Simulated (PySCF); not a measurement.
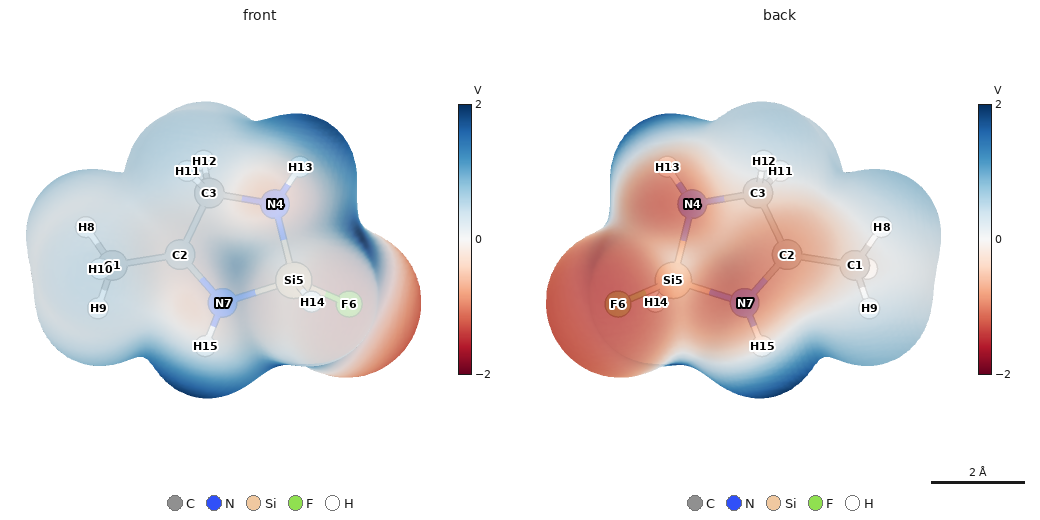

*C$_{3}$H$_{8}$FN$_{2}$Si (doublet). The electrostatic potential painted on the density surface at 0.002 e/bohr³, seen from the front and from behind; red is negative and blue positive.*

Geometry: GFN2-xTB.

Method: PySCF 2.14.0, density-fitted response routines, UKS B3LYP, pcH-1 on C F H N Si, non-relativistic, mean-field spin-orbit, GIAO.

```xyz
15

C    -2.0164   -0.5866    0.1898
C    -0.6544   -0.2150   -0.2745
C    -0.1752    1.2004   -0.2449
N     1.2722    1.1602   -0.2284
Si    1.9271   -0.3760    0.1039
F     3.0189   -0.8652   -0.9738
N     0.3995   -1.1129   -0.1953
H    -2.7522    0.1005   -0.2245
H    -2.2681   -1.5973   -0.1285
H    -2.1072   -0.5497    1.2851
H    -0.5774    1.7283    0.6402
H    -0.5172    1.7579   -1.1302
H     1.7292    2.0505   -0.1498
H     2.5633   -0.6069    1.3884
H     0.1535   -2.0804   -0.0795
```

Question: Where is the surface potential most negative and most positive?

Answer: The most negative region (about −1.3 V, or −30 kcal/mol for a unit charge) lies over F6, the most positive (about +1.9 V, or +44 kcal/mol for a unit charge) over Si5 and H15.
